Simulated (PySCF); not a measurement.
C$_{4}$H$_{9}$NSi (Si(CN)Me3)

The calculation's input:

```
{"job": {"kind": "nmr", "xc": "PBE0", "basis": "pcSseg-1"}, "charge": 0, "multiplicity": 1}
Si    -0.003487    -0.004211     0.174533
C     -0.010262    -0.006571     2.050974
N     -0.014165    -0.012709     3.211062
C      1.790681    -0.012540    -0.356892
H      1.863603    -0.043609    -1.455739
H      2.317567    -0.890160     0.046754
H      2.312335     0.890806    -0.005975
C     -0.890589     1.552977    -0.365563
H     -0.885486     1.633183    -1.464046
H     -0.399671     2.448710     0.044211
H     -1.937586     1.550440    -0.026479
C     -0.903807    -1.554045    -0.365284
H     -1.934472    -1.566437     0.020385
H     -0.389650    -2.455447     0.000844
H     -0.947779    -1.606497    -1.464796
```

Run with:

```sh
OMP_NUM_THREADS=1 python probes_run.py task.json out
```

Geometry: PBE0-D3(BJ)/def2-SVP.

Theory: PBE0/pcSseg-1, SCF density, gas phase, non-relativistic (PySCF 2.14.0).

What can the converged electron density and electron localisation function tell about the bonding?

C–N (1.16 Å): ρ at the midpoint is about 3.5 e/Å³; the ELF peaks at about 0.85 between the atoms (a short, multiple covalent bond).
C–Si (1.88 Å): the density is about 0.87 e/Å³ at the midpoint; the ELF peaks at about 1 between the atoms, as expected for a covalent bond.
C–H (1.10 Å): ρ is about 1.9 e/Å³ halfway; the ELF climbs to about 1 towards the hydrogen, as it does in any bond to H; a covalent bond by its length.

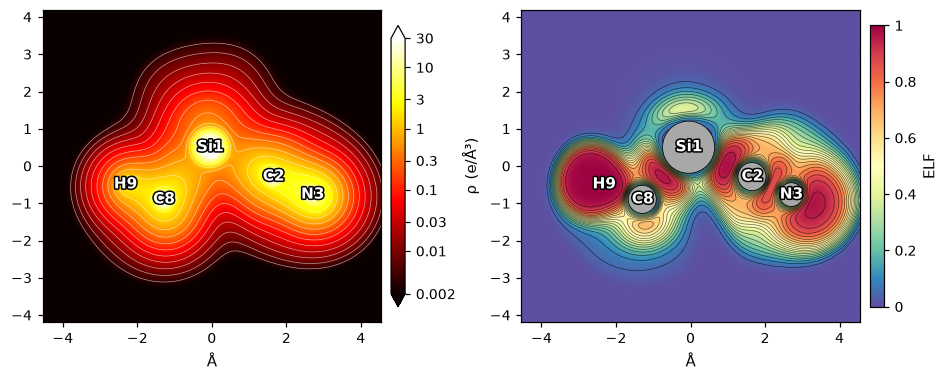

Computed electron density and electron localisation function on the plane of atoms Si1, C8 and H9, in this order. Grey discs cover the atomic cores in the ELF map. 
